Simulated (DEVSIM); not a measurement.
Structure: abrupt Ge n-p junction, at 300 K.

```csv
layer (left to right),material,thickness (μm),Nd (cm⁻³),Na (cm⁻³),τn (s),τp (s)
1,Ge,3.20,6.4e16,-,0.0002,0.0002
2,Ge,0.520,-,2.7e15,0.0002,0.0002
```

Left contact: ohmic. Right contact: ohmic. Voltage is applied to the left contact. Recombination: SRH at mid-gap, radiative, Auger. Mobility is μmin + (μ − μmin)/(1 + (N/Nref)^α).

The device is made up for the run: typed textbook-type constants, with dimensions and the other settings drawn at random. Values at 300 K.

```tsv
parameter	Ge
gap (eV)	0.664
affinity (eV)	4
permittivity	16
Nc (cm⁻³)	1.04e19
Nv (cm⁻³)	6e18
μn (cm²/Vs)	3900
μp (cm²/Vs)	1900
μn,min	150
μp,min	100
Nref,n	2.6e17
Nref,p	4e17
αn	0.56
αp	0.6
B (cm³/s)	6.4e-14
Cn (cm⁶/s)	1e-31
Cp (cm⁶/s)	1e-31
```

Model (solved in DEVSIM): 1D drift-diffusion, Boltzmann statistics, complete ionisation; no tunnelling, impact ionisation, image-force lowering or self-heating.

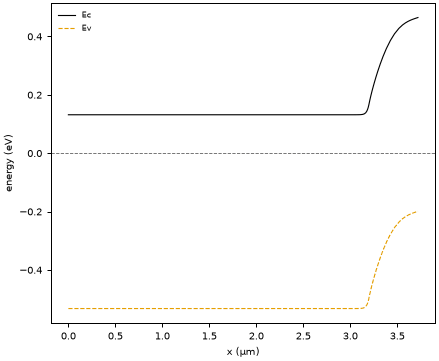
Figure: Band edges at zero bias

Energies count from the Fermi level of the right contact; mesh points crowd at the junctions.

```tsv
x (μm)	Ec (eV)	Ev (eV)	n (cm⁻³)	p (cm⁻³)	field (V/cm)
0.000	0.132	-0.532	6.4e16	6.8e9	≈ 0
0.02017	0.132	-0.532	6.4e16	6.8e9	≈ 0
0.05705	0.132	-0.532	6.4e16	6.8e9	≈ 0
0.1186	0.132	-0.532	6.4e16	6.8e9	≈ 0
0.2950	0.132	-0.532	6.4e16	6.8e9	≈ 0
0.5593	0.132	-0.532	6.4e16	6.8e9	≈ 0
1.042	0.132	-0.532	6.4e16	6.8e9	≈ 0
2.047	0.132	-0.532	6.4e16	6.8e9	≈ 0
2.580	0.132	-0.532	6.4e16	6.8e9	≈ 0
2.872	0.132	-0.532	6.4e16	6.8e9	≈ 0
3.031	0.132	-0.532	6.4e16	6.8e9	≈ 0
3.135	0.133	-0.531	6.0e16	7.2e9	780
3.175	0.144	-0.520	4.0e16	1.1e10	5900
3.197	0.165	-0.499	1.7e16	2.5e10	15000
3.223	0.202	-0.462	4.1e15	1.1e11	13000
3.257	0.243	-0.421	8.6e14	5.1e11	11000
3.319	0.306	-0.358	7.6e13	5.7e12	9100
3.427	0.386	-0.278	3.4e12	1.3e14	5800
3.588	0.447	-0.217	3.3e11	1.3e15	2000
3.655	0.458	-0.206	2.1e11	2.0e15	1300
3.692	0.462	-0.202	1.8e11	2.4e15	1100
3.720	0.465	-0.199	1.6e11	2.7e15	1000
```
